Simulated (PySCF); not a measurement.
Consider C₈H₉N (SMILES [H]/N=C/c1ccccc1C).

Input file:

```
{"job": {"kind": "nmr", "xc": "PBE0", "basis": "pcSseg-1"}, "charge": 0, "multiplicity": 1}
C     -0.069348     2.163192     0.205165
C     -0.417770     0.707647     0.097664
C     -1.749252     0.318807     0.165175
C     -2.120529    -1.010873     0.071125
C     -1.152133    -1.988349    -0.094425
C      0.175702    -1.623235    -0.164182
C      0.560333    -0.284352    -0.070201
C      1.982011     0.037755    -0.151615
N      2.841144    -0.874924    -0.304000
H      0.443489     2.506617    -0.692786
H      0.581523     2.344734     1.059977
H     -0.969831     2.759874     0.331357
H     -2.512335     1.073989     0.293709
H     -3.165055    -1.281671     0.127016
H     -1.435246    -3.027577    -0.168909
H      0.954778    -2.357700    -0.293229
H      2.236944     1.101727    -0.072648
H      3.806815    -0.559344    -0.350850
```

Command:

```sh
OMP_NUM_THREADS=1 python probes_run.py task.json out
```

Geometry: GFN2-xTB.

Method: PySCF, PBE0/pcSseg-1, SCF density, gas phase, non-relativistic.

### Predict the electron density and electron localisation function between the atoms.

C–N (1.26 Å): the density is about 2.8 e/Å³ at the midpoint; the ELF peaks at about 0.90 between the atoms (a short, multiple covalent bond).
C–C (1.38 Å): the density is about 2.1 e/Å³ at the midpoint; the ELF peaks at about 0.95 between the atoms, as expected for localised, covalent bonding.
N–H (1.02 Å): the density is about 2.8 e/Å³ at the midpoint; the ELF climbs to about 1 towards the hydrogen, as it does in any bond to H (a covalent bond by its length).
C–C (1.46 Å): ρ at the midpoint is about 1.9 e/Å³; the ELF peaks at about 0.95 between the atoms: localised, covalent bonding.

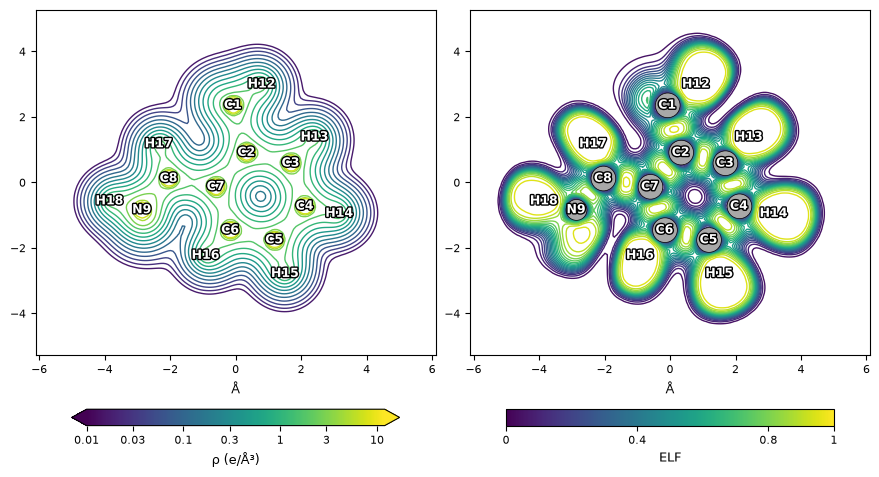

Computed electron density and electron localisation function on the plane of atoms C1, C2 and C7, in this order. Grey discs cover the atomic cores in the ELF map. 
